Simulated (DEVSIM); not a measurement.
Device: abrupt Si p-n junction, at 300 K.

| layer (left to right) | material | thickness (μm) | Nd (cm⁻³) | Na (cm⁻³) | τn (s) | τp (s) |
|---|---|---|---|---|---|---|
| 1 | Si | 0.160 | - | 1.3e15 | 1.4e-6 | 1.4e-6 |
| 2 | Si | 6.50 | 2.3e17 | - | 1.4e-6 | 1.4e-6 |

Left contact: ohmic. Right contact: ohmic. Voltage is applied to the left contact. Recombination: SRH at mid-gap, radiative, Auger. Mobility is μmin + (μ − μmin)/(1 + (N/Nref)^α).

Constants are typed, rounded textbook-type inputs, not results; the design itself was drawn at random and stands for no fabricated device. Values at 300 K.

```tsv
parameter	Si
gap (eV)	1.124
affinity (eV)	4.05
permittivity	11.7
Nc (cm⁻³)	2.86e19
Nv (cm⁻³)	3.1e19
μn (cm²/Vs)	1417
μp (cm²/Vs)	470
μn,min	52
μp,min	45
Nref,n	9.7e16
Nref,p	2.2e17
αn	0.68
αp	0.72
B (cm³/s)	4.7e-15
Cn (cm⁶/s)	2.8e-31
Cp (cm⁶/s)	9.9e-32
```

Simulated with DEVSIM: 1D drift-diffusion, Boltzmann statistics, complete ionisation; no tunnelling, impact ionisation, image-force lowering or self-heating.

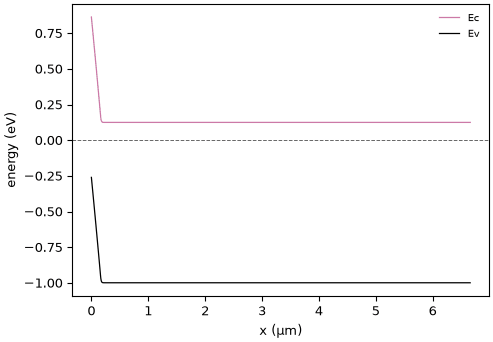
Figure. Band edges at zero bias

Energies count from the Fermi level of the right contact; mesh points crowd at the junctions.

```
x (μm)   Ec (eV)  Ev (eV)  n (cm⁻³)  p (cm⁻³)  field (V/cm)
-------  -------  -------  --------  --------  ------------
0.000      0.863   -0.261     89000    1.3e15        -41000
0.01693    0.793   -0.331   1300000    8.7e13        -41000
0.04428    0.679   -0.445     1.1e8    1.0e12        -42000
0.08000    0.528   -0.596    3.9e10     3.0e9        -43000
0.1277     0.321   -0.803    1.1e14   1000000        -44000
0.1509     0.219   -0.905    6.0e15     20000        -45000
0.1654     0.157   -0.967    6.7e16      1700        -31000
0.1998     0.125   -0.999    2.2e17       520          -830
0.2486     0.125   -0.999    2.3e17       510           ≈ 0
0.3429     0.125   -0.999    2.3e17       510           ≈ 0
0.5009     0.125   -0.999    2.3e17       510           ≈ 0
0.9242     0.125   -0.999    2.3e17       510           ≈ 0
1.583      0.125   -0.999    2.3e17       510           ≈ 0
2.688      0.125   -0.999    2.3e17       510           ≈ 0
4.671      0.125   -0.999    2.3e17       510           ≈ 0
5.542      0.125   -0.999    2.3e17       510           ≈ 0
6.062      0.125   -0.999    2.3e17       510           ≈ 0
6.332      0.125   -0.999    2.3e17       510           ≈ 0
6.521      0.125   -0.999    2.3e17       510           ≈ 0
6.595      0.125   -0.999    2.3e17       510           ≈ 0
6.634      0.125   -0.999    2.3e17       510           ≈ 0
6.660      0.125   -0.999    2.3e17       510           ≈ 0
```
